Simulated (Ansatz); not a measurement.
# Fields on a plane of BP (zinc blende)

```
CELL_PARAMETERS angstrom
      0.00000     2.27414     2.27414
      2.27414     0.00000     2.27414
      2.27414     2.27414     0.00000
ATOMIC_POSITIONS crystal
  P  0.75000 0.75000 0.75000
  B  0.00000 0.00000 0.00000
```

The slice is a {100} plane (indices of the conventional cell) through the point (0.750, 0.750, 0.750) (fractional), spanned by u = [100] and v = [0 1 -1] in vectors of this cell: u (3.22 Å) and v (3.22 Å, at 90° to u). It covers one period; positions are fractions (u, v).

Atoms on it: P at (0.00, 0.00).

Computed with PBE (plane waves to 420 eV, PAW, scalar-relativistic; Ansatz, a first-principles code). k mesh 12×12×12. Inside the PAW spheres the values are not all-electron values, and peaks at nuclei hang on which shells count as valence. BP was relaxed with its symmetry unable to fall. The PAW data are Ansatz's earlier set.

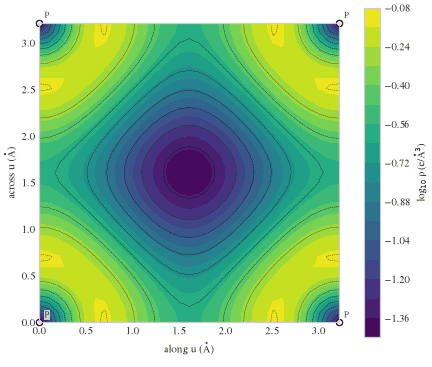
Figure. Log₁₀ of the valence density in e/Å³, one period of the plane, atoms marked. The scale is logarithmic, as a density can span decades between atoms and voids.

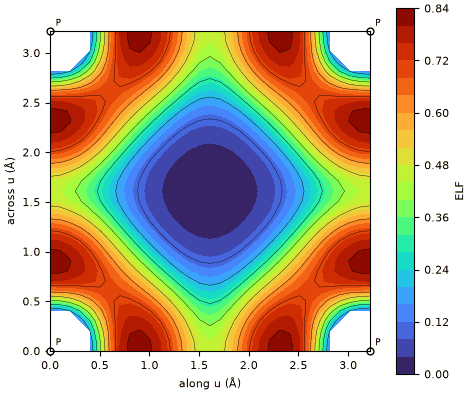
*Electron localisation function (ELF), one period of the plane, atoms marked. Points within 0.4 Å of a nucleus are left white, as the pseudised field means little there.*
